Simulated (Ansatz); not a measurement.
# Work function of Ca by crystal face

How much does the work function of Ca differ between its low-index faces, and does the functional change the order?

**Method.** Ansatz 0.2.0, plane waves with PAW datasets (its set soft_2) at their recommended cutoffs; symmetric slabs of 7 layers (11 for bcc (111)) cut at the tabulated experimental lattice constant, atoms at bulk places, 18 Å of vacuum, k-spacing 0.16 Å⁻¹ (2π included), Fermi-Dirac smearing of 0.1 eV, SCF threshold 1e-9 eV; spin-polarised where the metal is Fe, Co or Ni. The work function is the vacuum level less the Fermi level; differences are formed before rounding.

The runs side by side:

| face | atoms per nm² | LDA (eV) | PBEsol (eV) | r2SCAN (eV) | PBE (eV) | RPBE (eV) | PBE, relaxed (eV) |
| --- | --- | --- | --- | --- | --- | --- | --- |
| (111) | 7.4 | 3.09 | 3.03 | 3.07 | 2.99 | 2.94 | 2.95 |
| (100) | 6.4 | 2.90 | 2.82 | 2.80 | 2.78 | 2.70 | 2.76 |
| (110) | 4.5 | 2.92 | 2.83 | 2.83 | 2.80 | 2.73 | 2.80 |

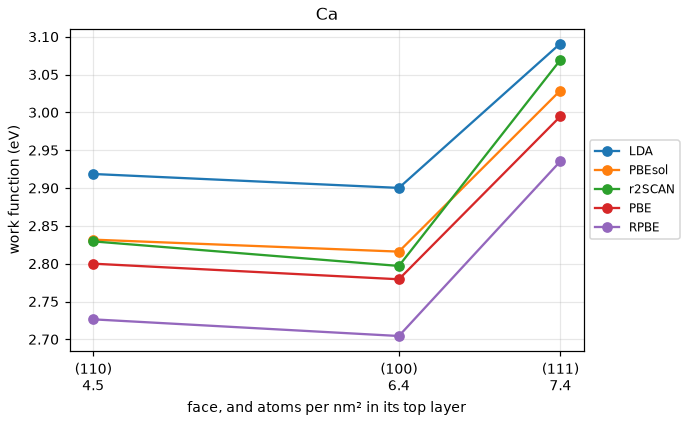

Work function against the density of the top layer.

What this shows: With PBE the work function runs from 2.99 eV on (111) to 2.78 eV on (100). (100) and (110) lie within 0.08 eV of each other, too close for slabs of this thickness to order; every functional listed puts (111) highest. LDA lies 0.10 to 0.12 eV above PBE. Relaxing all layers with PBE (forces under 0.01 eV/Å) moves the values by −0.04 to 0.00 eV.

Caveats: Slabs this thin leave size errors that can reach a tenth of an eV or more. The functionals share one unrelaxed geometry at the tabulated experimental lattice constant; the relaxed column keeps that in-plane lattice, which is not PBE's own.
